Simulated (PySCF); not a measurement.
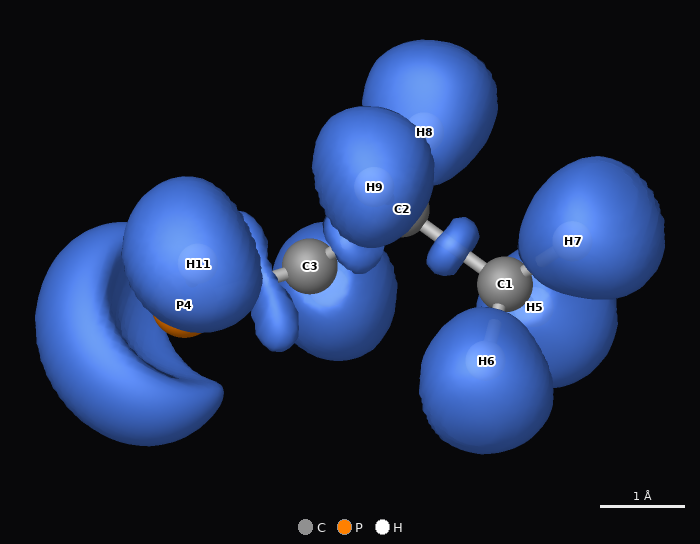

The picture shows: C3H7P (SMILES [H]/P=C\CC). Isosurface of the ELF at 0.85 (blue), seen from one side. Core shells and regions of very low density are left out.

Geometry: GFN2-xTB.

Level of theory: PBE0/pcSseg-1, SCF density, gas phase, non-relativistic in PySCF.

Input

```
{"job": {"kind": "nmr", "xc": "PBE0", "basis": "pcSseg-1"}, "charge": 0, "multiplicity": 1}
C     -1.344631    -0.338339     0.079903
C      0.108292    -0.435616    -0.388367
C      0.814212     0.863780    -0.200094
P      2.117068     1.195087     0.790086
H     -1.868798     0.445054    -0.463284
H     -1.384151    -0.105345     1.141970
H     -1.859817    -1.281261    -0.088053
H      0.118797    -0.697174    -1.451653
H      0.618915    -1.229898     0.162024
H      0.403767     1.693274    -0.764841
H      2.281771    -0.106891     1.296068
```

Run with:

```sh
OMP_NUM_THREADS=1 python probes_run.py task.json out
```

Question: What do the ELF domains correspond to?

Answer: The surface consists of two regions between bonded C–C atoms (shared pairs), one region between bonded C–P atoms (shared pairs), seven regions around hydrogen nuclei and one lobe on P, pointing away from the bonds (lone pairs). Profiles from the grid: C–C (1.49 Å): the ELF peaks at about 0.95 between the atoms (a covalent bond). C–P (1.67 Å): the ELF peaks at about 0.90 between the atoms: a covalent bond.
